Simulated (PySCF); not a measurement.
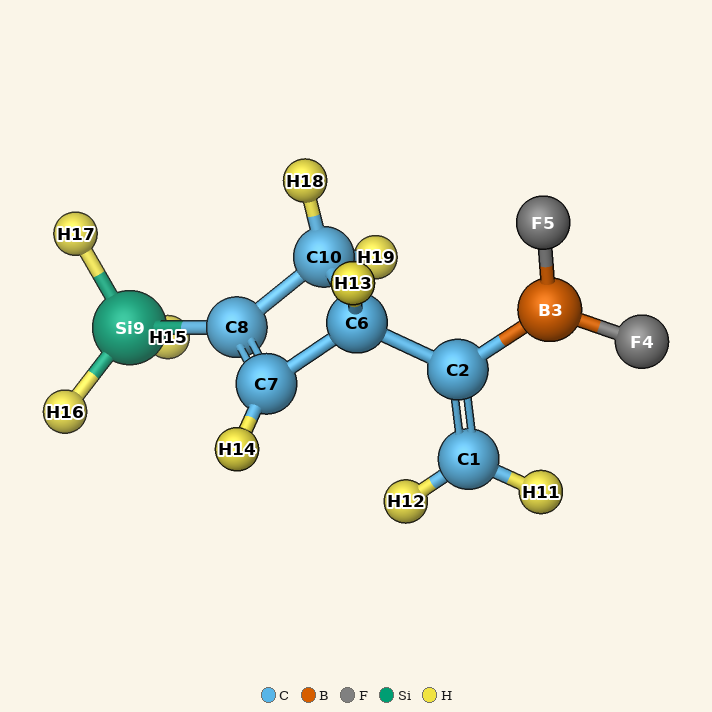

The geometry was computed by an optimisation with GFN2-xTB. No frequency run is at hand to confirm it as a minimum. Electric field gradients from the ground-state density, PBE0/pcSseg-1 (PySCF 2.14.0), non-relativistic apart from any core potentials.

Give the largest field-gradient component, the quadrupole coupling constant and the asymmetry for 11B at B3 (Q = 40.59 mb), 2H at H11 (Q = 2.86 mb), 2H at H12 (Q = 2.86 mb), 2H at H13 (Q = 2.86 mb), 2H at H14 (Q = 2.86 mb).

```tsv
atom	V_zz (a.u.)	e²qQ/h (MHz)	η
B3	0.356	3.40	0.69
H11	0.332	0.223	0.03
H12	0.330	0.222	0.03
H13	0.301	0.202	0.03
H14	0.341	0.229	0.03
```

The geometry is semi-empirical. Around B, Si such bond lengths and angles can be off by a tenth of an ångström or more and by several degrees, and values that hang on the shape move with them.
